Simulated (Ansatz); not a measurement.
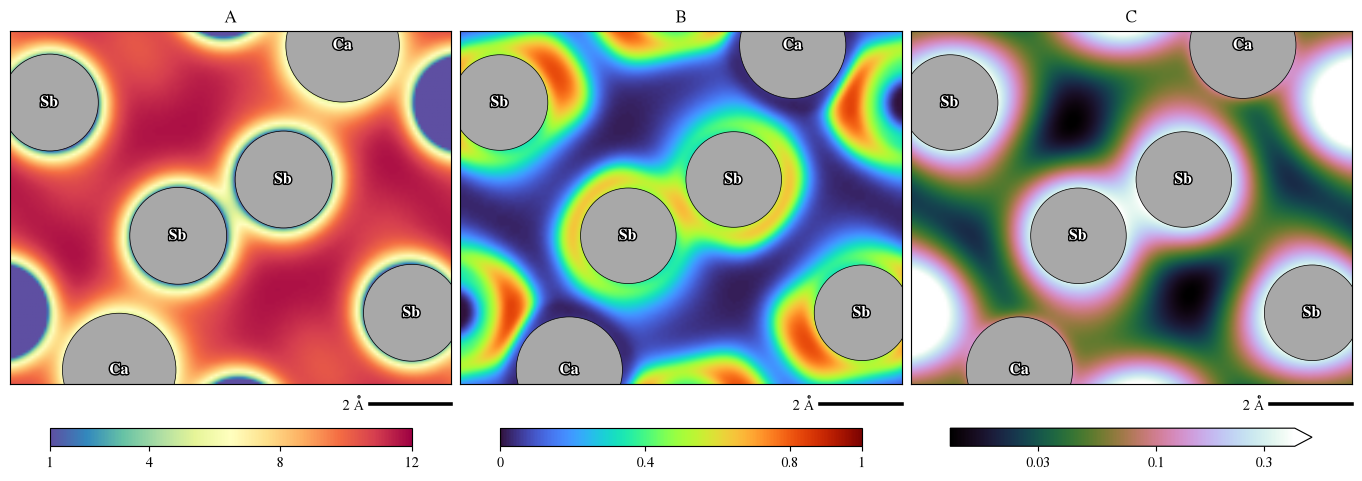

CaSb₄: 3 fields on the (010) plane of the conventional cell, with unlabelled colour scales. Grey discs cover the atomic cores.

Space group C2/m; a structure generated by program, which may or may not match a known phase.

Level of theory: DFT PBEsol, scalar-relativistic, plane waves, PAW in Ansatz 0.2.0.

```
Ca Sb
1.0
    10.09088    0.00000    0.00000
     0.00000    4.26547    0.00000
    -4.62608    0.00000    7.94212
Ca Sb
2 8
Direct
  0.00000 0.50000 0.00000
  0.50000 0.00000 0.00000
  0.33253 0.50000 0.41331
  0.83253 0.00000 0.41331
  0.20957 0.50000 0.82375
  0.70957 0.00000 0.82375
  0.29043 0.00000 0.17625
  0.79043 0.50000 0.17625
  0.16747 0.00000 0.58669
  0.66747 0.50000 0.58669
```

Question: Match the panels to the quantities (electron localisation function, electrostatic potential energy of an electron and valence pseudo-density).

Answer: Panel A: electrostatic potential energy of an electron (low next to the atoms, rising into the space between them). Panel B: electron localisation function. Panel C: valence pseudo-density. From the grid: Sb–Sb (2.92 Å): ρ at the midpoint is about 0.34 e/Å³; the ELF peaks at about 0.65 between the atoms. Ca–Sb (3.59 Å): the density is about 0.09 e/Å³ at the midpoint, with its minimum of 0.07 e/Å³ about 1.5 Å from Ca; the ELF is about 0.25 at the midpoint and 0.05 at its lowest between the atoms (no localised pair shows between them).
